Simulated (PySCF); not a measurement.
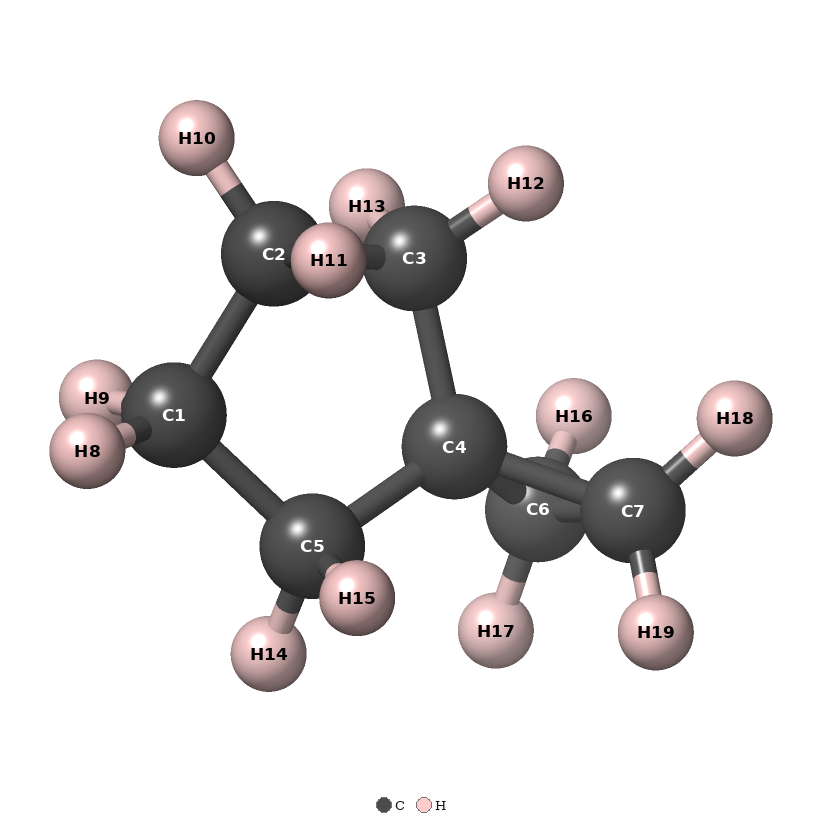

The geometry was computed by an optimisation with PBE0-D3(BJ)/def2-SVP. No frequency run is at hand to confirm it as a minimum. Method: delta-SCF UKS SCAN, pcX-2 on the ionised atom, pcseg-1 elsewhere, spin-free X2C (PySCF 2.14.0).

Give the core-electron binding energies (to vacuum) of C1 1s, C3 1s, C4 1s, C6 1s.

```csv
atom,level,binding energy (eV)
C1,1s,290.3
C3,1s,290.3
C4,1s,290.3
C6,1s,290.2
```
